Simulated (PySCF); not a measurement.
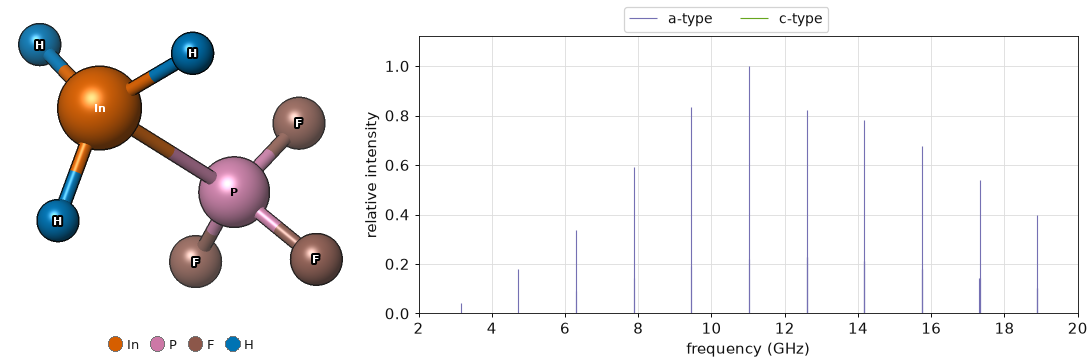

InPH₃F₃, singlet. Simulated rotational absorption lines between 2 and 20 GHz at 1.5 K: rigid rotor with the equilibrium constants and dipole of one optimised conformer (PBE0-D3(BJ)/def2-SVP, PySCF 2.14.0), commonest isotopes; no centrifugal distortion, hyperfine structure, internal rotation or nuclear-spin weights; lines within 1 MHz of each other are summed. Lines of different type are drawn apart.

What are the rotational constants, and what kind of rotor is it?

Answer. Rotational constants A, B, C = 4.255, 0.7873, 0.7871 GHz; Ray's κ = −1.00, a prolate symmetric top.

Which dipole components drive the lines?

Answer.
|μa|, |μb|, |μc| = 0.59, 0.01, 0.04 D; a-type lines carry 100 % of the intensity in this range.

Known limits of this run: coarse grid, loose stop and no frequency check, small forces are noise and the end may be a saddle; effective core potentials, which hold scalar relativity, on atoms heavier than Kr.
